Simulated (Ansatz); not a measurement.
# AlH3Cl− (SMILES [AlH3-][Cl]): levels of theory compared

Aim: a comparison of 6 runs (UHF/STO-3G, HSE06/STO-3G, UPBE0/STO-3G, r2SCAN0/STO-3G, RPA@PBE/STO-3G, UMP2/STO-3G) of AlH3Cl−. 

The results are computed with Ansatz 0.2.0.

5 further runs of the same task are left out: 3 that didn't finish, 2 set aside as unsound or not needed.

## 1. Starting point

AlH3Cl− has 5 atoms, charge -1, and is taken as a singlet. SMILES: `[AlH3-][Cl]`. The H5–Al1 distance was set to 2.412 Å, away from the relaxed value. At this shape a bond of the SMILES string is far longer than usual.

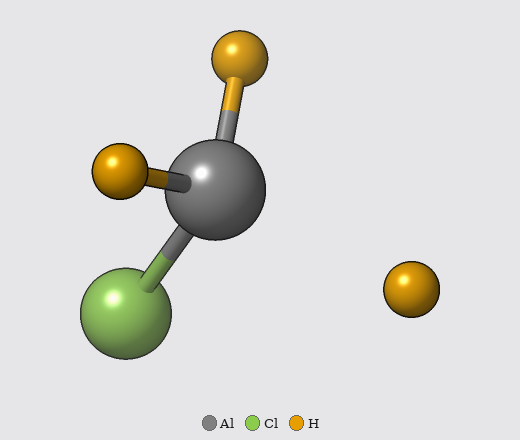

The structure, seen from a chosen angle (aluminium grey, chlorine green, hydrogen amber).

## 2. The energy at UHF/STO-3G (run 1)

job.yaml

```yaml
crystal:
  periodic: [false, false, false]
  atoms:
    - {symbol: Al, position_ang: [-0.530053, 0.184099, -0.534089]}
    - {symbol: Cl, position_ang: [-2.201933, 0.182429, 0.732661]}
    - {symbol: H, position_ang: [-0.413123, 1.663029, -1.155779]}
    - {symbol: H, position_ang: [-0.799403, -0.921871, -1.669889]}
    - {symbol: H, position_ang: [1.387660, -0.369540, 0.820730]}
basis:
  gaussian: {orbitals: STO-3G}
magnetization: {spin_polarized: true}
accuracy: high
total_charge: -1
hamiltonian: {xc: hf}
```

Run with:

```bash
$ ansatz run job.yaml --threads 1 --pin off --max-ram 2610MiB --events-out events.jsonl --progress --plain --runs-dir runs
```

Log:

```text
Warning: RAYON_NUM_THREADS=1 ignored (pool sized by the plan → 1); use --threads N
Functional definition: HF
  name "HF"
  exchange = exact_x
  correlation = 0
362 factors; integrals over basis functions are off by at most 1.6e-8 eV
mean field evaluation 1: about -18914.3944 eV, gradient 1.3e1 eV
mean field evaluation 2: about -18914.4034 eV, gradient 1.3e1 eV
mean field evaluation 4: about -18916.4543 eV, gradient 6.0e-1 eV
mean field evaluation 8: about -18916.4535 eV, gradient 2.8e-5 eV
mean field evaluation 16: about -18916.5378 eV, gradient 1.9e-1 eV
mean field -18916.53664845 eV, -695.1698997413 hartree, gradient 3.2e-8 eV, S^2 0.262888; 1 other end points of the search recorded, 0 dependent functions left out
reference -18916.53664845 eV, -695.1698997413 hartree; 17, 17 occupied and 4, 4 virtual orbitals, 362 factors
Total energy: -18916.53664845 eV, -695.1698997413 hartree
```

Wall time 0.47 s (1 thread of Intel Xeon Platinum 8259CL at 2.50GHz (Skylake/Cascade Lake), shared host).

## 3. The energy at HSE06/STO-3G (run 2)

run.yaml

```yaml
crystal:
  periodic: [false, false, false]
  atoms:
    - symbol: Al
      position_ang: [-0.530053, 0.184099, -0.534089]
    - symbol: Cl
      position_ang: [-2.201933, 0.182429, 0.732661]
    - symbol: H
      position_ang: [-0.413123, 1.663029, -1.155779]
    - symbol: H
      position_ang: [-0.799403, -0.921871, -1.669889]
    - symbol: H
      position_ang: [1.387660, -0.369540, 0.820730]
basis:
  gaussian: {orbitals: STO-3G}
total_charge: -1
magnetization: {spin_polarized: false, initial_magnetization: 0}
hamiltonian: {xc: {name: HSE06}}
accuracy: high
```

Run with:

```bash
$ ansatz run run.yaml --threads 1 --pin off --max-ram 2610MiB --events-out events.jsonl --progress --plain --runs-dir runs
```

Log:

```text
Warning: RAYON_NUM_THREADS=1 ignored (pool sized by the plan → 1); use --threads N
Functional definition: HSE06
  name "HSE06"
  parameter a = 0.25
  parameter omega = 0.11/bohr
  exchange = pbe_x - a*pbe_x_sr(omega) + a*exact_x_sr(omega)
  correlation = pbe_c
362 factors; integrals over basis functions are off by at most 1.6e-8 eV
62 factors; integrals over basis functions are off by at most 1.5e-9 eV
mean field evaluation 1: about -18938.1297 eV, gradient 2.6e1 eV
mean field evaluation 2: about -18931.4700 eV, gradient 3.9e1 eV
mean field evaluation 4: about -18941.9627 eV, gradient 7.3e-1 eV
mean field evaluation 8: about -18941.9199 eV, gradient 3.0e-3 eV
mean field evaluation 16: about -18941.9199 eV, gradient 5.2e-8 eV
mean field -18941.91993260 eV, -696.1027182286 hartree, gradient 5.2e-8 eV, S^2 0.000000; 0 other end points of the search recorded, 0 dependent functions left out
reference -18941.91993449 eV, -696.1027182979 hartree; 17, 17 occupied and 4, 4 virtual orbitals, 362 factors
Total energy: -18941.91993449 eV, -696.1027182979 hartree
```

It took 2.2 s on 1 thread of Intel Xeon Platinum 8259CL at 2.50GHz (Skylake/Cascade Lake), shared host; peak memory 0.12 GiB.

Runs 3 to 5 aren't shown in full; the table further down has their settings and results.

## 4. The energy at UMP2/STO-3G (run 6)

in.yaml

```yaml
crystal:
  periodic: [false, false, false]
  atoms:
    - {symbol: Al, position_ang: [-0.530053, 0.184099, -0.534089]}
    - {symbol: Cl, position_ang: [-2.201933, 0.182429, 0.732661]}
    - {symbol: H, position_ang: [-0.413123, 1.663029, -1.155779]}
    - {symbol: H, position_ang: [-0.799403, -0.921871, -1.669889]}
    - {symbol: H, position_ang: [1.387660, -0.369540, 0.820730]}
basis:
  gaussian:
    orbitals: STO-3G
total_charge: -1
magnetization:
  spin_polarized: true
  initial_magnetization: 0
correlation:
  method: mp2
  frozen_orbitals: {Al: 5, Cl: 5, H: 0}
accuracy: high
```

Run with:

```bash
$ ansatz run in.yaml --threads 1 --pin off --max-ram 2610MiB --events-out events.jsonl --progress --plain --runs-dir runs
```

Log:

```text
Warning: RAYON_NUM_THREADS=1 ignored (pool sized by the plan → 1); use --threads N
[... 4 set-up lines as earlier in the session ...]
362 factors; integrals over basis functions are off by at most 1.6e-8 eV
mean field evaluation 1: about -18914.3944 eV, gradient 1.3e1 eV
mean field evaluation 2: about -18914.4034 eV, gradient 1.3e1 eV
mean field evaluation 4: about -18916.4543 eV, gradient 6.0e-1 eV
mean field evaluation 8: about -18916.4535 eV, gradient 2.8e-5 eV
mean field evaluation 16: about -18916.5378 eV, gradient 1.9e-1 eV
mean field -18916.53664845 eV, -695.1698997413 hartree, gradient 3.2e-8 eV, S^2 0.262888; 1 other end points of the search recorded, 0 dependent functions left out
10 core orbitals not correlated: weight in the atoms' cores, before any rotation towards them, 0.999 or more for the frozen orbitals, at most 0.000 for the correlated occupied ones
reference -18916.53664845 eV, -695.1698997413 hartree; 7, 7 occupied and 4, 4 virtual orbitals, 362 factors
second order -1.02811861 eV of doubles, -0.00000000 eV of singles
Total energy: -18917.56476705 eV, -695.2076824033 hartree
```

Run time: 0.47 s. Hardware: 1 thread of Intel Xeon Platinum 8259CL at 2.50GHz (Skylake/Cascade Lake), shared host.

## 5. All runs side by side

| run | level | frozen core orbitals | energy (Eh) | wall time |
| --- | --- | --- | --- | --- |
| 1 | UHF/STO-3G | – | -695.169900 | 0.47 s |
| 2 | HSE06/STO-3G | – | -696.102718 | 2.2 s |
| 3 | UPBE0/STO-3G | – | -696.116577 | 3.6 s |
| 4 | r2SCAN0/STO-3G | – | -696.347828 | 3.9 s |
| 5 | RPA@PBE/STO-3G | 10 | -695.279607 | 2.6 s |
| 6 | UMP2/STO-3G | 10 | -695.207682 | 0.47 s |

## 6. What came out

| quantity | value |
| --- | --- |
| run 6: total energy | -695.20768 Eh |
| run 6: correlation energy (10 core orbitals frozen) | -37.8 mEh |
| run 6: ⟨S²⟩ of the reference determinant | 0.263 |

**Reading.** Totals of different functionals can't be ranked against each other. In runs 1, 2, 3, 4, 5, 6 the basis is minimal, so the values are rough. Spin contamination of the reference: run 1 ⟨S²⟩ = 0.26, run 6 ⟨S²⟩ = 0.26. All runs together took 13 s, the longest 3.9 s.
